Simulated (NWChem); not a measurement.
**InF (SMILES [F][In]): MP2/def2-TZVPP (core potential)**

What is the vertical singlet–triplet gap of InF at MP2/def2-TZVPP (core potential)? 

Program for the calculation: NWChem 7.3.0.

11 further runs of the same task are left out: 3 that didn't finish, 8 set aside as unsound or not needed. Runs told in other sessions of the task aren't counted.

## Step 1: The system as given

InF has 2 atoms, charge 0, and is taken as a singlet. As SMILES, `[F][In]`. Geometry: relaxed at PBE0-D4/def2-TZVP.

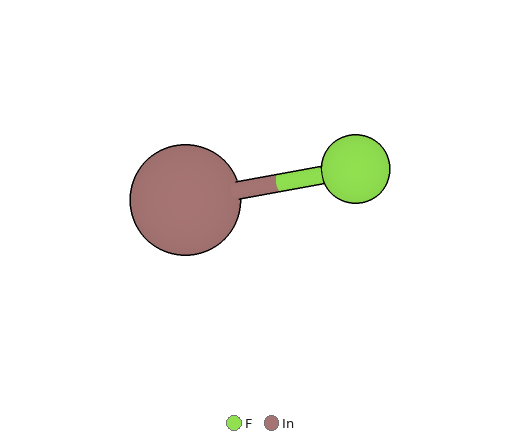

Viewed from a chosen angle; fluorine green, indium brown.

## Step 2: Energy and forces at MP2/def2-TZVPP (core potential)

Contents of input.nw:

```
start input
memory total 2200 mb
charge 0

geometry noautosym nocenter noautoz
   F     0.000000    0.000000    0.015910
   In    0.000000    0.000000    2.009580
end

basis "ao basis" spherical bse
   F library def2-TZVPP
   In library def2-TZVPP
end

ecp bse
   In library def2-TZVPP
end

scf
   thresh 1e-08
   maxiter 80
end

mp2
   freeze core 5
   tight
end

task mp2 gradient
```

Run with:

```
$ nwchem input.nw > input.out
```

What it wrote:

```text
[...]
  functions       =    81
[...]
  wavefunction    = RHF
[...]
         Total SCF energy =   -288.755946321624
      One-electron energy =   -575.762199437870
      Two-electron energy =    236.840227615063
 Nuclear repulsion energy =     50.166025501183
        Time for solution =     15.5s
[...]
          Total MP2 energy          -289.278886500160
[...]
                         mp2 ENERGY GRADIENTS
    atom               coordinates                        gradient
                 x          y          z           x          y          z
   1 F       0.000000   0.000000   0.030066   -0.000000  -0.000000  -0.001168
   2 In      0.000000   0.000000   3.797556    0.000000   0.000000   0.001168
[...]
```

It took 42 s on 1 thread of Intel Xeon at 2.80GHz (Skylake/Cascade Lake), shared host; peak memory 0.23 GiB.

## Step 3: The triplet: a single-point energy at UMP2/def2-TZVPP (core potential)

Contents of fin.xyz:

```xyz
2

F      0.000000     0.000000     0.015910
In     0.000000     0.000000     2.009580
```

Contents of run.py:

```python
from ase.io import read
from ase.calculators.nwchem import NWChem

atoms = read('fin.xyz')

calc = NWChem(
    label='fin',
    theory='mp2',
    memory='2200 mb',
    basis='def2-TZVPP',
    basispar='spherical bse',
    scf={'nopen': '2', 'uhf': None, 'thresh': '1e-08', 'maxiter': '80'},
    mp2={'freeze': 'core 5', 'tight': None},
    task='energy',
    **{'ecp bse': {'In library': 'def2-TZVPP'}},
)
atoms.calc = calc

print(f"energy = {atoms.get_potential_energy():.6f} eV")
```

Run with:

```
$ export ASE_NWCHEM_COMMAND="nwchem PREFIX.nwi > PREFIX.nwo"
$ python run.py
```

What it wrote:

```text
energy = -7867.800897 eV
```

The calculator wrote fin.nwi:

```
title "fin"

permanent_dir fin

scratch_dir fin

start fin

geometry units angstrom nocenter noautosym noautoz
  F  0.0000000000000000e+00 0.0000000000000000e+00 1.5910000000000001e-02
  In 0.0000000000000000e+00 0.0000000000000000e+00 2.0095800000000001e+00
end

memory 2200 mb

basis spherical bse noprint
   * library def2-TZVPP
end

scf
  nopen 2
  uhf
  thresh 1e-08
  maxiter 80
end
mp2
  freeze core 5
  tight
end
ecp bse
  In library def2-TZVPP
end

task mp2 energy
```

fin.nwo:

```text
Northwest Computational Chemistry Package (NWChem) 7.3.0
             --------------------------------------------------------

           Job information
           ---------------

    nwchem branch   = 7.3.0
    use scalapack   = T
    input           = fin.nwi
    prefix          = fin.
    data base       = fin/fin.db
    status          = startup
    nproc           =        1

           Memory information
           ------------------

    heap     =     72089596 doubles =      550.0 Mbytes
    stack    =     72089601 doubles =      550.0 Mbytes
    global   =    144179200 doubles =     1100.0 Mbytes (distinct from heap & stack)
    total    =    288358397 doubles =     2200.0 Mbytes
    verify   = yes
    hardfail = no

           Directory information
           ---------------------

  0 permanent = fin
  0 scratch   = fin

                                NWChem Input Module
                                -------------------

                                        fin
                                        ---

 Scaling coordinates for geometry "geometry" by  1.889725989
 (inverse scale =  0.529177249)

                             Geometry "geometry" -> ""
                             -------------------------

 Output coordinates in angstroms (scale by  1.889725989 to convert to a.u.)

[... 13 lines left out ...]
            Nuclear Dipole moment (a.u.)
[... 61 lines left out ...]
 1-e energy   =    -574.095646
[... 7 lines left out ...]
         Quadratically convergent UHF
[... 15 lines left out ...]
       Final UHF  results
[... 3 lines left out ...]
      One electron energy =   -574.546095227450
[... 1 line left out ...]
 Nuclear repulsion energy =     50.166025501183
[... 38 lines left out ...]
          Final beta eigenvalues
[... 209 lines left out ...]
                     UHF Final Beta Molecular Orbital Analysis
[... 256 lines left out ...]
 Semi-direct pass number   1 of   1  for UHF alpha       at       24.2s
 Done moints_semi at       26.5s
 Done maket at       26.6s
 Done multipass loop at       26.6s

 GA uses MA = F    GA memory limited = T

 Available:
  local mem=  1.26D+08
 global mem=  1.44D+08
 local disk=  0.00D+00
   1 passes of   9:        5242880                      43522                   6779008.
   1 passes of   9: M    126140976           G      144166078           F     120898096.

 Semi-direct pass number   1 of   1  for UHF beta        at       26.7s
 Done moints_semi at       28.9s
 Done maket at       29.0s
 Done multipass loop at       29.0s

          -------------------------------------------
          SCF energy                -288.653458039526
          Correlation energy          -0.482894304692
          Singlet pairs                0.000000000000
          Triplet pairs                0.000000000000
          Total MP2 energy          -289.136352344218
          -------------------------------------------

          ---------------------------------------------------
                    Spin Component Scaled (SCS) MP2
          Same spin pairs                     -0.153863548859
          Same spin scaling factor             0.333333333333
          Opposite spin pairs                 -0.329030755833
          Opposite spin scaling fact.          1.200000000000
          SCS-MP2 correlation energy          -0.446124756620
          Total SCS-MP2 energy              -289.099582796146
          ---------------------------------------------------

 -----------------------
 Task  times  cpu:       29.0s     wall:       29.0s
 Total times  cpu:       29.1s     wall:       29.1s
```

Wall time 30 s (1 thread of Intel Xeon at 2.80GHz (Skylake/Cascade Lake), shared host); peak memory 0.19 GiB.

## Step 4: What came out

At MP2/def2-TZVPP (core potential), 5 core orbitals frozen:

| quantity | value |
| --- | --- |
| singlet: total energy | -289.27889 Eh |
| singlet: dipole moment (of the density that the program reports) | 3.39 D |
| singlet: HOMO energy (Hartree–Fock orbitals) | -9.55 eV |
| singlet: LUMO energy (Hartree–Fock orbitals) | 0.54 eV |
| singlet: HOMO–LUMO gap (Hartree–Fock orbitals) | 10.10 eV |
| singlet: correlation energy (5 core orbitals frozen) | -522.9 mEh |
| singlet: largest force on an atom | 0.060 eV/Å |
| triplet: total energy | -289.13635 Eh |
| triplet: HOMO energy (Hartree–Fock orbitals) (highest over α and β) | -6.54 eV |
| triplet: LUMO energy (Hartree–Fock orbitals) (lowest over α and β) | -1.55 eV |
| triplet: correlation energy (5 core orbitals frozen) | -482.9 mEh |
| triplet: ⟨S²⟩ of the reference determinant | 2.006 |
| vertical energy of the triplet above the singlet | 3.879 eV |

**Reading.** At this shape the triplet lies 3.88 eV (374 kJ/mol) above the singlet.
